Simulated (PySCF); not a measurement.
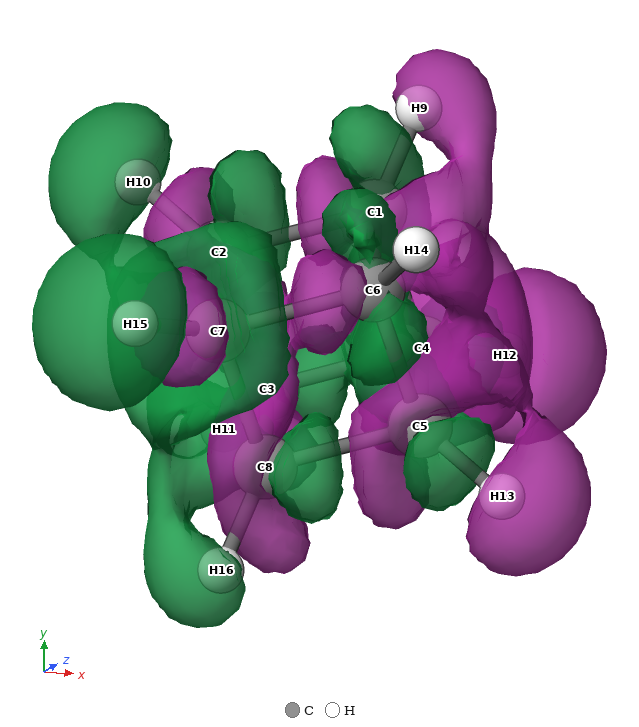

C$_{8}$H$_{8}$, SMILES `C12C3C4C1C5C2C3C45`. Change of the electron density in a uniform field of 0.21 V/Å, surfaces at ±0.0015 e/Å³ (green: gain, purple: loss).

PySCF calculation, HF/6-31+G*, gas phase; geometry: GFN2-xTB. No frequency check shows the geometry to be a minimum. The basis has diffuse s and p functions alone, which still leaves polarisabilities too small, most of all across bonds.

Geometry (Å), atoms numbered from 1:

```
C1       0.4580    1.2291    0.2566
C2      -0.8006    0.9028   -0.5747
C3      -0.0214   -0.2006   -1.3212
C4       1.2372    0.1257   -0.4897
C5       0.8006   -0.9027    0.5747
C6       0.0214    0.2005    1.3212
C7      -1.2372   -0.1258    0.4898
C8      -0.4580   -1.2291   -0.2567
H9       0.8294    2.2257    0.4647
H10     -1.4499    1.6349   -1.0406
H11     -0.0387   -0.3632   -2.3925
H12      2.2403    0.2276   -0.8869
H13      1.4499   -1.6347    1.0406
H14      0.0388    0.3630    2.3925
H15     -2.2403   -0.2278    0.8870
H16     -0.8295   -2.2256   -0.4647
```

Along which Cartesian direction does the field point?

Answer. Along +x: electrons gather on the −x side, against the field.

What dipole is induced, and what polarisability does it imply?

Answer. The induced dipole is 0.69 D (along the field); α along this axis, from the fields in both directions, is 68 bohr³ (10.0 Å³).

Which atoms gain and lose the most charge?

Answer. Electrons gather most on H15 (Hirshfeld charge changes by −0.008 e) and leave H12 most (+0.008 e); 0.072 electrons are displaced in all.
